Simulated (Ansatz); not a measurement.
Input file:

```
crystal:
  periodic: [false, false, false]
  atoms:
    - { symbol: Si, position_ang: [0.0, 0.0, 0.0] }
    - { symbol: H, position_ang: [0.0, 0.0, 1.81] }
    - { symbol: H, position_ang: [1.3768, 0.0, -0.4862] }
    - { symbol: H, position_ang: [-0.6877, 1.1914, -0.4862] }
    - { symbol: H, position_ang: [-0.6877, -1.1914, -0.4862] }
    - { symbol: Si, position_ang: [-2.3914, 0.0, 0.7946] }
    - { symbol: H, position_ang: [-3.1794, -0.9102, -0.0313] }
    - { symbol: H, position_ang: [-2.4426, -0.4389, 2.1861] }
    - { symbol: H, position_ang: [-2.9397, 1.3491, 0.69] }
    - { symbol: H, position_ang: [-0.9452, 0.0, 1.8966] }
basis:
  gaussian: { orbitals: def2-SVP }
hamiltonian:
  xc: pbe
  dispersion: d4
relax:
  f_tol: 0.15
  max_steps: 25
  restrain:
    - { distance: [0, 5], at: 3.42, k: 30.0 }
    - { distance: [9, 1], at: 1.86, k: 30.0 }
    - { distance: [0, 1], at: 1.46, k: 30.0 }
    - { distance: [9, 5], at: 1.46, k: 30.0 }
output:
  orbitals: {}
```

Launched as:

```sh
ansatz run input.yaml --threads 1 --pin off --max-ram 2048MiB --backend cpu --events-out ev --progress --plain --runs-dir out
```

The fields are those of the run's last geometry, not of the input's.

Not at a stationary point (largest force 0.8 eV/Å).

The calculation used Ansatz, RKS PBE-D4/def2-SVP.

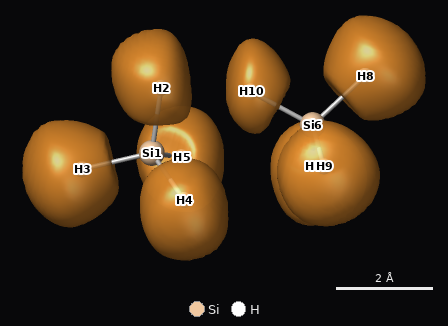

SiH4···SiH4. Isosurface of the ELF at 0.85 (orange), seen at an oblique angle. Core shells and regions of very low density are left out.

> Where are the electrons localised?

The ELF exceeds this value in eight regions around hydrogen nuclei.

Values along the shortest contacts:
Si1···H10 (2.48 Å): the ELF climbs to about 1 towards the hydrogen, as it does in any bond to H. Si–H (1.47 Å): the ELF climbs to about 1 towards the hydrogen.
